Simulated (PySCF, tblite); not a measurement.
# C5H5F3O: dynamics, then NMR shifts on frames, part 2 of 2

tblite 0.8.0 and PySCF 2.14.0. Atoms count from 0.

## 6. Nuclear shieldings: 800 fs, PBE0/pcSseg-1

Job settings and geometry (Å):

```
{"job": {"kind": "nmr", "xc": "PBE0", "basis": "pcSseg-1", "pop": false}, "charge": 0, "multiplicity": 1}
F      1.622600    -1.246400    -1.189400
C      1.811200    -1.009700     0.138400
F      3.097400    -0.761900     0.305900
C      0.832900     0.224100     0.436700
O      0.877500     0.691500     1.767600
C     -0.405300     0.629700     2.219400
C     -1.292000     0.070600     1.431400
C     -0.598300    -0.247300     0.124300
F     -0.685300    -1.614600    -0.050800
H      1.609900    -1.971700     0.633300
H      1.294800     0.916700    -0.314700
H     -0.316200     0.834600     3.312200
H     -2.315600    -0.325900     1.639300
H     -1.007500     0.248100    -0.809500
```

With the program's defaults for keys left out, this is: GIAO PBE0/pcSseg-1 NMR shielding, non-relativistic, gas phase.

Standard output:

```text
coarse grid: 12880 points
cycle   1  E = -567.3706897976  dE =  1.503e+00  |g| = 9.056e-01  |ddm| = 3.343e+00
cycle   2  E = -567.2289881678  dE =  1.417e-01  |g| = 1.332e+00  |ddm| = 1.326e+00
cycle   3  E = -567.5053690178  dE = -2.764e-01  |g| = 8.831e-02  |ddm| = 8.462e-01
cycle   4  E = -567.5061490295  dE = -7.800e-04  |g| = 6.223e-02  |ddm| = 9.941e-02
cycle   5  E = -567.5069866232  dE = -8.376e-04  |g| = 1.470e-02  |ddm| = 5.489e-02
cycle   6  E = -567.5070285882  dE = -4.196e-05  |g| = 5.122e-03  |ddm| = 1.631e-02
cycle   7  E = -567.5070341671  dE = -5.579e-06  |g| = 8.229e-04  |ddm| = 4.483e-03
final grid: 128920 points
cycle   8  E = -567.5928300915  dE = -4.635e-05  |g| = 1.081e-02  |ddm| = 3.177e-02
cycle   9  E = -567.5927986183  dE =  3.147e-05  |g| = 1.734e-02  |ddm| = 1.702e-02
cycle  10  E = -567.5928509879  dE = -5.237e-05  |g| = 1.455e-03  |ddm| = 1.069e-02
cycle  11  E = -567.5928514483  dE = -4.605e-07  |g| = 5.025e-04  |ddm| = 1.583e-03
cycle  12  E = -567.5928514993  dE = -5.099e-08  |g| = 1.363e-04  |ddm| = 4.824e-04
cycle  13  E = -567.5928515028  dE = -3.431e-09  |g| = 2.443e-05  |ddm| = 1.157e-04
cycle  14  E = -567.5928515029  dE = -9.936e-11  |g| = 1.036e-05  |ddm| = 2.896e-05
converged SCF energy = -567.5928515029

GIAO shielding tensors (ppm)
atom      isotropic    diamagn.    paramagn.     s11        s22        s33       span
  0 F      298.830     475.106    -176.276    188.909    335.427    372.155    183.247
  1 C       65.995     239.971    -173.975     49.284     68.434     80.268     30.984
  2 F      319.421     467.723    -148.302    229.794    321.869    406.599    176.805
  3 C       98.014     249.005    -150.992     75.234     87.996    130.810     55.576
  4 O      184.389     395.901    -211.513    114.071    170.760    268.335    154.264
  5 C       30.706     249.167    -218.460    -56.301     49.851     98.570    154.872
  6 C       81.512     257.487    -175.975     -5.027    106.513    143.050    148.078
  7 C       85.584     240.402    -154.818     54.810     77.134    124.808     69.998
  8 F      367.683     474.682    -106.999    335.146    375.929    391.976     56.830
  9 H       25.249      28.252      -3.003     22.038     26.448     27.261      5.223
 10 H       26.695      29.809      -3.114     24.128     26.911     29.047      4.919
 11 H       24.536      26.812      -2.275     21.127     24.794     27.687      6.560
 12 H       25.392      28.940      -3.548     23.382     25.347     27.446      4.064
 13 H       24.746      28.605      -3.859     22.003     23.993     28.242      6.240
```

It took 21 s on 1 thread of Arm Neoverse V1, shared host; peak memory 0.83 GiB.

In short: δ C5 156.2, C1 120.9, C6 105.4, C7 101.3, H11 7.18, H13 6.97 ppm.

## 7. Nuclear shieldings: 1000 fs, PBE0/pcSseg-1

Job settings and geometry (Å):

```
{"job": {"kind": "nmr", "xc": "PBE0", "basis": "pcSseg-1", "pop": false}, "charge": 0, "multiplicity": 1}
F      1.849100    -1.361500    -1.123600
C      1.857800    -1.055400     0.159500
F      3.144000    -0.504200     0.422200
C      0.703600     0.004000     0.480400
O      0.940400     0.457000     1.821700
C     -0.325700     0.606100     2.445500
C     -1.293800     0.091300     1.714500
C     -0.751700    -0.460200     0.411000
F     -0.914700    -1.838400     0.493700
H      1.763400    -1.873300     0.871200
H      0.895000     0.901800    -0.097500
H     -0.324200     0.915800     3.490300
H     -2.404200     0.480100     1.753600
H     -1.226200    -0.099300    -0.540100
```

Level: GIAO PBE0/pcSseg-1 NMR shielding, non-relativistic, gas phase.

Standard output:

```text
coarse grid: 12880 points
cycle   1  E = -567.3499766130  dE =  1.309e+00  |g| = 9.393e-01  |ddm| = 3.322e+00
cycle   2  E = -567.1543442911  dE =  1.956e-01  |g| = 1.468e+00  |ddm| = 1.459e+00
cycle   3  E = -567.4989590773  dE = -3.446e-01  |g| = 1.135e-01  |ddm| = 9.537e-01
cycle   4  E = -567.5001869693  dE = -1.228e-03  |g| = 8.094e-02  |ddm| = 1.327e-01
cycle   5  E = -567.5015124643  dE = -1.325e-03  |g| = 1.733e-02  |ddm| = 6.929e-02
cycle   6  E = -567.5015716890  dE = -5.922e-05  |g| = 6.045e-03  |ddm| = 1.887e-02
cycle   7  E = -567.5015786051  dE = -6.916e-06  |g| = 1.082e-03  |ddm| = 4.494e-03
final grid: 128920 points
cycle   8  E = -567.5863658350  dE = -3.458e-05  |g| = 1.290e-02  |ddm| = 2.611e-02
cycle   9  E = -567.5863133090  dE =  5.253e-05  |g| = 2.177e-02  |ddm| = 2.037e-02
cycle  10  E = -567.5863953539  dE = -8.204e-05  |g| = 1.776e-03  |ddm| = 1.325e-02
cycle  11  E = -567.5863960473  dE = -6.934e-07  |g| = 5.646e-04  |ddm| = 1.860e-03
cycle  12  E = -567.5863961119  dE = -6.457e-08  |g| = 1.484e-04  |ddm| = 5.403e-04
cycle  13  E = -567.5863961162  dE = -4.296e-09  |g| = 3.040e-05  |ddm| = 1.296e-04
cycle  14  E = -567.5863961163  dE = -1.351e-10  |g| = 1.500e-05  |ddm| = 3.016e-05
converged SCF energy = -567.5863961163

GIAO shielding tensors (ppm)
atom      isotropic    diamagn.    paramagn.     s11        s22        s33       span
  0 F      315.341     472.232    -156.891    224.752    309.310    411.962    187.210
  1 C       58.821     238.601    -179.779     35.314     58.613     82.537     47.222
  2 F      285.819     470.138    -184.318    141.344    349.708    366.406    225.062
  3 C       99.479     250.045    -150.567     79.076     95.555    123.804     44.729
  4 O      149.702     396.618    -246.916     59.814    108.222    281.069    221.255
  5 C       19.014     252.785    -233.772    -81.262     49.539     88.764    170.026
  6 C       73.987     259.820    -185.833    -16.492    101.684    136.770    153.262
  7 C       86.087     241.532    -155.445     54.011     78.712    125.538     71.527
  8 F      367.740     473.355    -105.614    312.908    370.440    419.873    106.964
  9 H       25.186      27.382      -2.195     22.581     26.109     26.869      4.288
 10 H       27.481      31.927      -4.446     24.015     26.892     31.535      7.520
 11 H       24.188      27.762      -3.574     22.471     24.482     25.611      3.140
 12 H       24.533      26.988      -2.454     22.220     23.979     27.402      5.183
 13 H       25.167      29.445      -4.278     22.251     24.812     28.439      6.187
```

Run time: 21 s. Hardware: 1 thread of Arm Neoverse V1, shared host; peak memory 0.83 GiB.

This run: δ C5 167.9, C1 128.1, C6 112.9, C7 100.8, H11 7.53, H12 7.18 ppm.

## 8. Run by run: NMR shifts

Shifts (ppm) of some atoms, chosen among heavy atoms and hydrogens apart, with basis size and wall time:

```tsv
frame	C1	C6	H13	H12	F2	F0	O4	functions	time
250 fs	120.7	103.1	5.96	5.32	-145.9	-146.3	168.9	178	28 s
425 fs	130.2	112.1	6.68	5.52	-107.8	-131.8	170.9	178	21 s
625 fs	137.2	125.8	7.77	5.74	-108.6	-96.3	161.5	178	21 s
800 fs	120.9	105.4	6.97	6.33	-148.5	-127.9	151.7	178	21 s
1000 fs	128.1	112.9	6.55	7.18	-114.9	-144.4	186.4	178	21 s
```

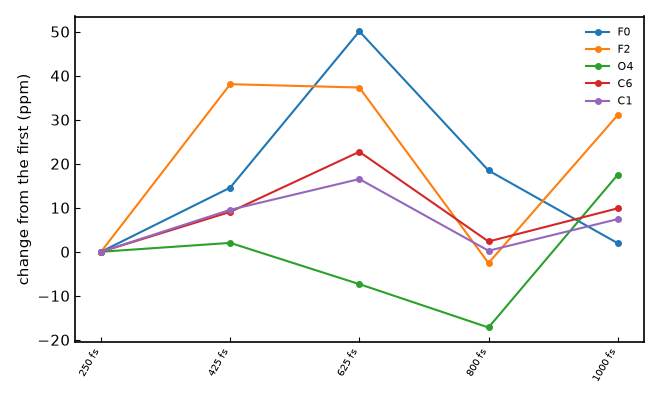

How five of the tabulated atoms move from run to run.

## 9. Outcome

This closing draws on all 2 parts.

| quantity | value |
| --- | --- |
| thermostat | 400 K |
| mean temperature, second half | 420 K |
| mean potential energy above the minimum | 0.72 eV |
| ¹³C shifts against TMS (PBE0/pcSseg-1, 250 fs) | 163.5, 120.7, 103.1, 97.2, 88.2 ppm |
| ¹H shifts against TMS (PBE0/pcSseg-1, 250 fs) | 6.72, 5.96, 5.89, 5.32, 4.74 ppm |
| ¹⁹F shifts against CFCl3 (PBE0/pcSseg-1, 250 fs) | -145.9, -146.3, -194.9 ppm |
| ¹⁷O shifts against H2O (PBE0/pcSseg-1, 250 fs) | 168.9 ppm |
| surface potential, 1st and 99th percentile | -1.03 V and 1.44 V |
| range of the shift of F0 | -146.3 to -96.3 ppm |

In words: In the second half the potential energy averages 0.72 eV above the minimum; equipartition over 36 harmonic modes at 400 K would give 0.62 eV. With 14 atoms the temperature swings widely (187 to 584 K). Shifts at one fixed geometry are not the observed spectrum, which averages over the motion. In the first frame run (250 fs): The widest tensor belongs to F0: span 201 ppm, with a paramagnetic part of -154 ppm. By nearest atom (PBE0/pcSseg-1), the HOMO sits on C6 34 %; O4 30 % and the LUMO on C5 34 %; C6 22 %. In ppm, F0 moves most: its shift spreads over 50.1 ppm, from -146.3 (250 fs) to -96.3 (625 fs).
